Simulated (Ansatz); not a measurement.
A series of calculations on Si2H6F

## 1. Relaxation

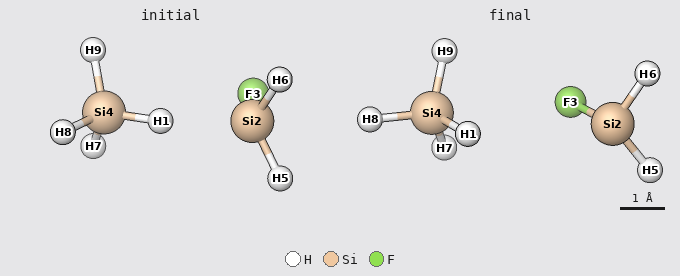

The structure of Si₂H₆F (multiplicity 2) (started from a transition state, displaced along its imaginary mode) before (left) and after (right) a relaxation, at one scale.

A ball-and-stick model, seen at a tilt.

Level of theory: UKS PBE0-D4/def2-TZVP (Ansatz 0.2.0). (force threshold 0.005 eV/Å; at most 200 steps)

Summarise the run.

H1 moves most after the best rigid fit: 1.08 Å. By element the largest moves are H 1.08 Å, F 0.69 Å, Si 0.49 Å. Some distances before and after: H1–Si2 2.127 → 3.412 Å, H1–Si4 1.396 → 1.486 Å, Si4–H7 1.495 → 1.483 Å, Si2–F3 1.595 → 1.606 Å. Bond angles that change, for instance: H5–Si2–H6 115.2° → 111.5°. Over 19 accepted moves (20 points after the start) the energy falls by 0.379 eV. Largest force component: 3 eV/Å at the start, 0.0013 eV/Å at the end. The line search rejected the trial step at point 8 of the run.

## 2. Relaxation

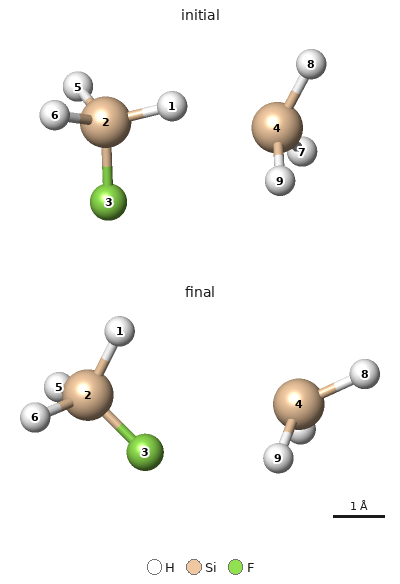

The structure of Si2H6F (multiplicity 2) (started from a transition state, displaced along its imaginary mode) before (top) and after (bottom) a relaxation, at one scale.

The picture is a ball-and-stick view, seen at a tilt.

Computed with UKS PBE0-D4/def2-TZVP in Ansatz. Set-up: force threshold 0.005 eV/Å; at most 200 steps.

> Summarise the run.

After 21 geometry steps the energy has fallen by 42.9 kJ/mol. The largest force component goes from 2.6 to 0.0019 eV/Å. H1 moves most after the best rigid fit: 1.46 Å. By element the largest moves are H 1.46 Å, F 0.94 Å, Si 0.43 Å. Some distances before and after: H1–Si4 2.139 → 3.834 Å, H1–Si2 1.395 → 1.481 Å, Si2–F3 1.623 → 1.603 Å, Si2–H5 1.497 → 1.482 Å. Among the angles between lasting bonds that change: H1–Si2–H6 115.8° → 110.8°, H1–Si2–H5 115.4° → 110.8°, H1–Si2–F3 104.1° → 108.2°. The run took 51 s on 4 threads of Arm Neoverse V1, on a shared host.

## 3. Reaction

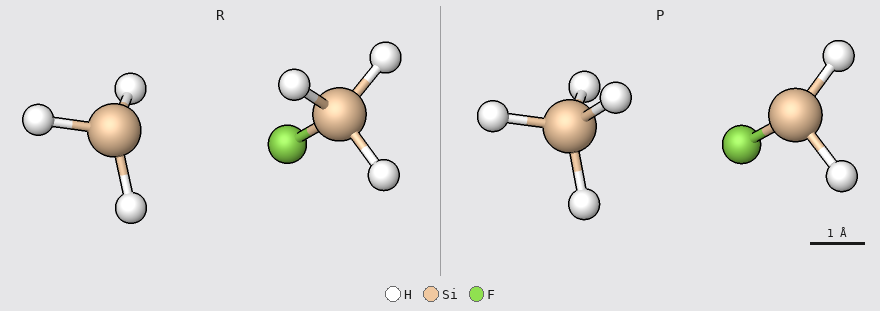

Reactant (R) and product (P) of one elementary step of Si₂H₆F (multiplicity 2). Style: ball-and-stick. Shown at a tilt.

Stationary points at PBE0-D4/def2-TZVP, single-point energies with CCSD(T)/CBS, r2SCAN-D4, B97M-V, r2SCAN0-D4 (def2-TZVPP where no basis is named; Ansatz 0.2.0). The energies are electronic, without zero-point or thermal terms, and both ends are the relaxed geometries reached downhill from the saddle, with any fragments still in contact. CCSD(T)/CBS stands for a frozen-core estimate: MP2 correlation extrapolated from def2-TZVPP and def2-QZVPP, CCSD(T) minus MP2 from the smaller set.

Q: Predict the saddle point between them and the barrier.

A: Counted by bonded pieces, R holds SiH₃ + SiH₃F and P holds SiH₂F + SiH₄. From R over the saddle to P, a bond forms: H–Si (3.83 → 1.77 → 1.49 Å). A bond breaks: H–Si (1.48 → 1.76 → 3.41 Å). The saddle has one imaginary mode, 1001i cm⁻¹. The end R keeps a soft imaginary mode of 38i cm⁻¹, so it isn't quite a minimum. The end P keeps a soft imaginary mode of 43i cm⁻¹, so it isn't quite a minimum. With CCSD(T)/CBS the barrier is 0.59 eV from R and 0.48 eV from P, and P lies 0.11 eV above R.

```
      level  barrier from R (eV)  barrier from P (eV)  P less R (eV)
CCSD(T)/CBS                 0.59                 0.48           0.11
  r2SCAN-D4                 0.36                 0.28           0.08
     B97M-V                 0.26                 0.18           0.09
 r2SCAN0-D4                 0.45                 0.36           0.10
```

Against CCSD(T)/CBS, r2SCAN0-D4 comes closest on the barrier from R (−0.13 eV) and B97M-V misses most (−0.32 eV).

The saddle point in the same view, with dashed sticks for the bonds that form or break:

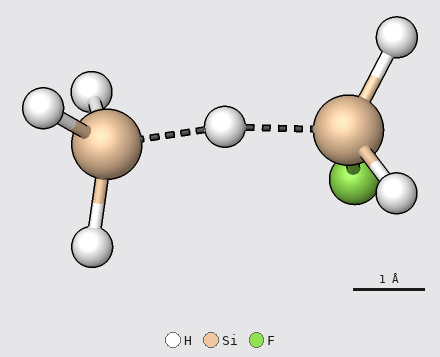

Limits of the set-up: the start holds two separate molecules, 3.2 Å apart at their closest, whose relative position is a soft coordinate.
